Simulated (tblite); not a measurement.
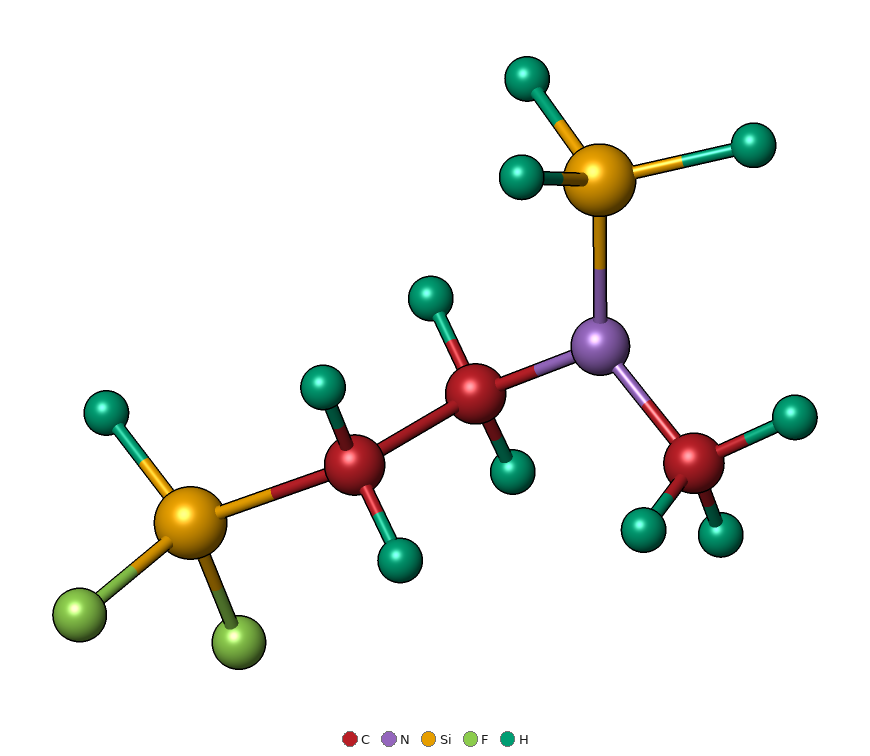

Simulated data, not a measurement (program: tblite).

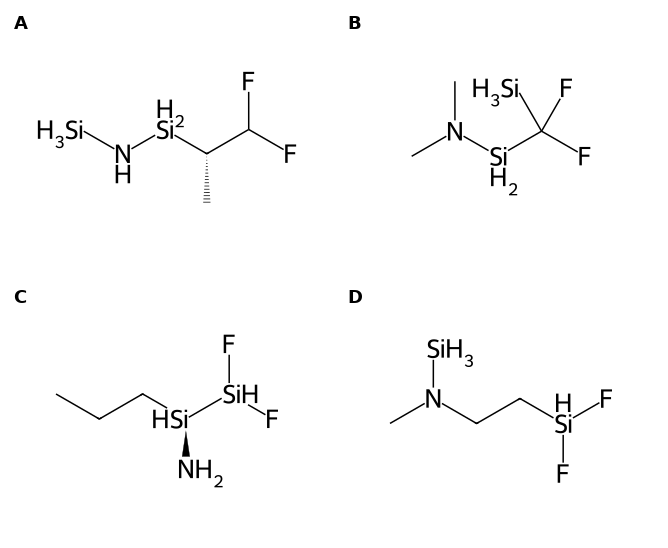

Question: Which structural formula matches the 3D model?

Answer: D, `CN([SiH3])CC[SiH](F)F`.
